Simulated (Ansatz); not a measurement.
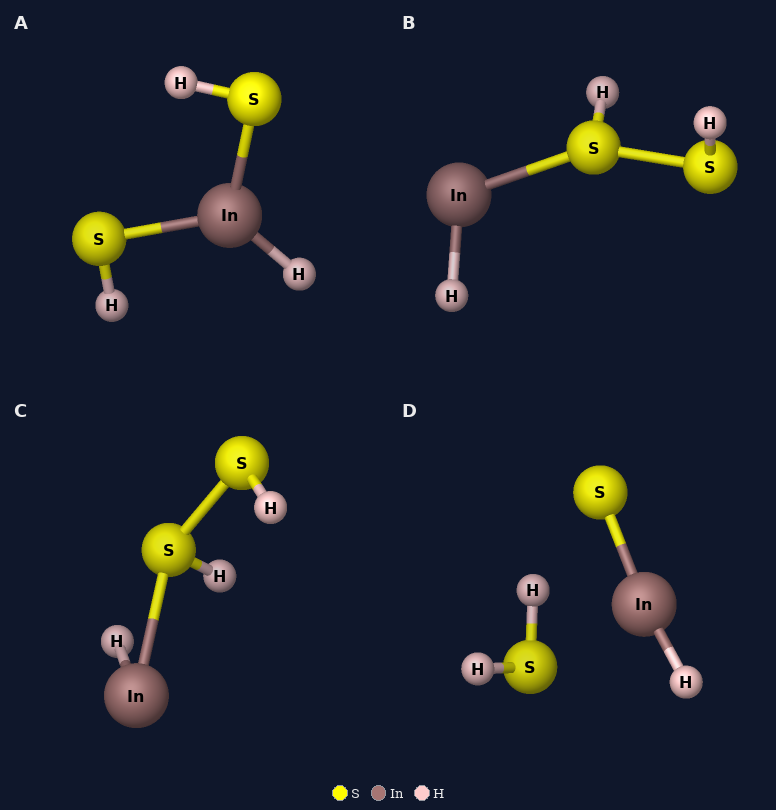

4 stationary structures of one formula. Geometries: PBE-D4/def2-SVP. Electronic energies: PBE-D4/def2-SVP (Ansatz 0.2.0), without zero-point energy. No frequency run is at hand to confirm each as a minimum.

### Rank them by energy, lowest first.

A is lowest; D lies 102.4 kJ/mol above it (C1), C lies 178.4 kJ/mol above it (C1), B lies 190.4 kJ/mol above it.
